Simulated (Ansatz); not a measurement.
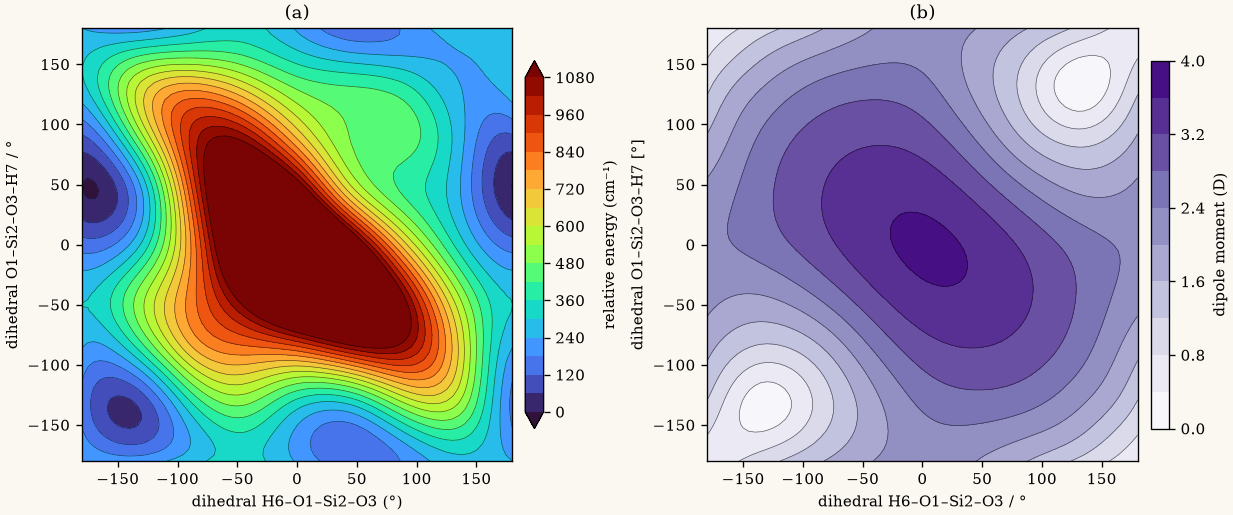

BrClH2O2Si, SMILES O[Si](O)(Cl)Br. The first coordinate is: dihedral H6–O1–Si2–O3; the second: dihedral O1–Si2–O3–H7. Nothing is relaxed (all other coordinates rigid). The scan uses an 8 × 8 grid. All energies are given in cm⁻¹ relative to the lowest grid point. These are results of RKS wB97X-V/def2-SVP (Ansatz 0.2.0), not measurements.

Panel (a) is the energy; panel (b) is the computed dipole moment, in D.

In the figure: filled contours, one colour for all values above the top of the scale. Between grid points the surface is interpolated.

### How does the dipole moment vary over the map, and what is it at the lowest grid point?

Leaving out the highest fifth of the energies, it runs from 0.07 D at dihedral H6–O1–Si2–O3 = 135°, dihedral O1–Si2–O3–H7 = 135° to 3.15 D at dihedral H6–O1–Si2–O3 = −90°, dihedral O1–Si2–O3–H7 = 45°. At the lowest grid point, dihedral H6–O1–Si2–O3 = −180°, dihedral O1–Si2–O3–H7 = 45°, it is 2.10 D.
